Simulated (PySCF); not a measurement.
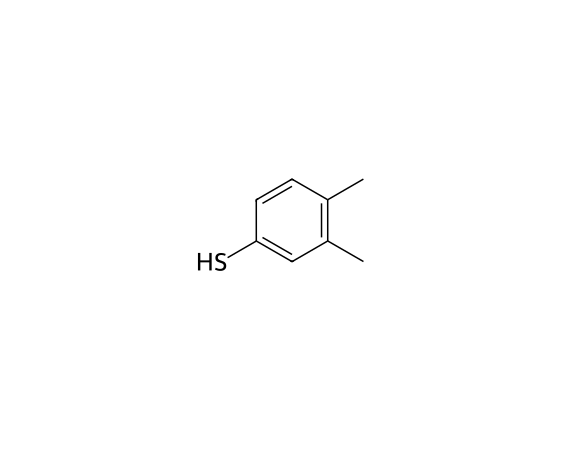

A structural formula.

Give its SMILES.

Cc1ccc(S)cc1C

What is the molecular formula?

C8H10S.

The parts below concern this one geometry. Atoms keep their numbers from picture to picture. The computed structure is the end point of a PBE0-D3(BJ)/def2-SVP optimisation. No frequency run is at hand to confirm it as a minimum.

## Geometry

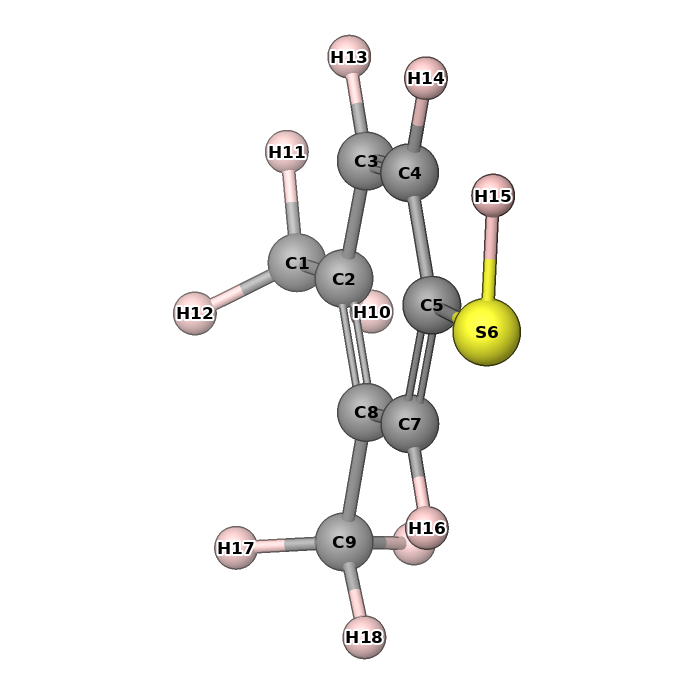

C1 lies behind C2. The molecule seen a little off the C2–C1 bond, C2 in front. Depth is shown by fading: the farther an atom, the more it takes the colour of the background. No frequency run is at hand to confirm it as a minimum.

What is the torsion angle C3–C2–C1–H10? The sign is positive where the front bond must turn clockwise to cover the back bond.

122°, anticlinal.

## Electronic properties

No frequency run is at hand to confirm it as a minimum. Method: B3LYP/def2-SVPD in acetone (IEF-PCM) (PySCF 2.14.0). Excitations: vertical, linear response.

Give the lowest vertical singlet excitation at this level.

4.70 eV.

What is the dipole moment?

2.04 D.

What is the mean static polarisability?

168.4 bohr³.

Give the HOMO energy (Kohn–Sham orbital) at this level.

−5.97 eV.

## Ring current

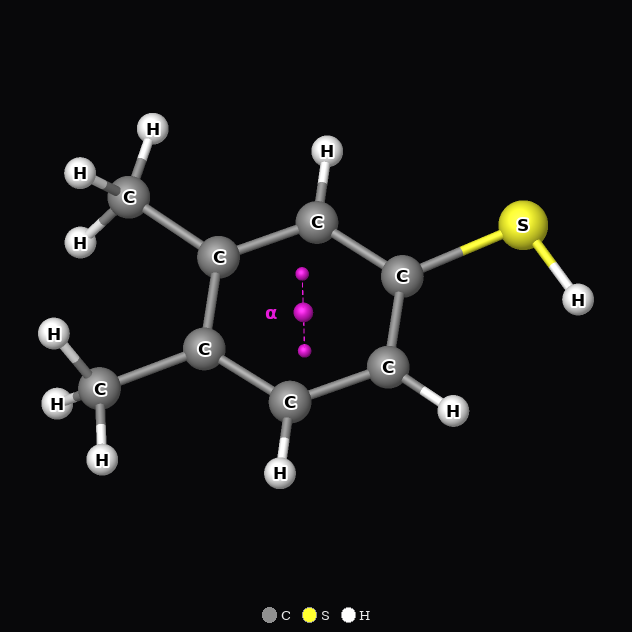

The small points mark where nucleus-independent chemical shifts (NICS) were computed: at the centre of each lettered ring and 1 Å above and below it. No frequency run is at hand to confirm it as a minimum. Properties computed with GIAO PBE0/pcSseg-1 NMR shielding, non-relativistic, IEF-PCM acetone (PySCF 2.14.0).

Give NICS(0), NICS(1) and the out-of-plane component NICS(1)zz for each ring (means of the two sides).

```
ring  members  NICS(0)  NICS(1)  NICS(1)zz
   α       C6     −8.2    −10.7      −25.3
```

Values in ppm.

What do the values say about the ring currents?

Ring α: diatropic, as in an aromatic ring. NICS is one index among several.

## NMR shielding

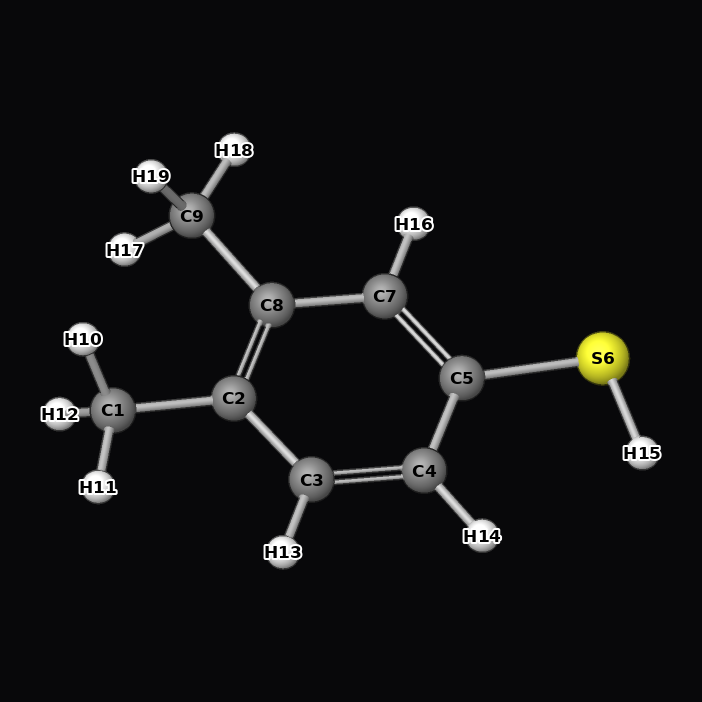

The questions are on isotropic NMR shieldings of the C atoms. No frequency run is at hand to confirm it as a minimum. Method: GIAO PBE0/pcSseg-1 NMR shielding, non-relativistic, IEF-PCM acetone (PySCF 2.14.0).

List the isotropic NMR shieldings of the C atoms.

```json
{"atom": "C1", "σ (ppm)": "163.7"}
{"atom": "C2", "σ (ppm)": "45.6"}
{"atom": "C3", "σ (ppm)": "48.8"}
{"atom": "C4", "σ (ppm)": "55.2"}
{"atom": "C5", "σ (ppm)": "46.8"}
{"atom": "C7", "σ (ppm)": "53.3"}
{"atom": "C8", "σ (ppm)": "40.1"}
{"atom": "C9", "σ (ppm)": "162.8"}
```
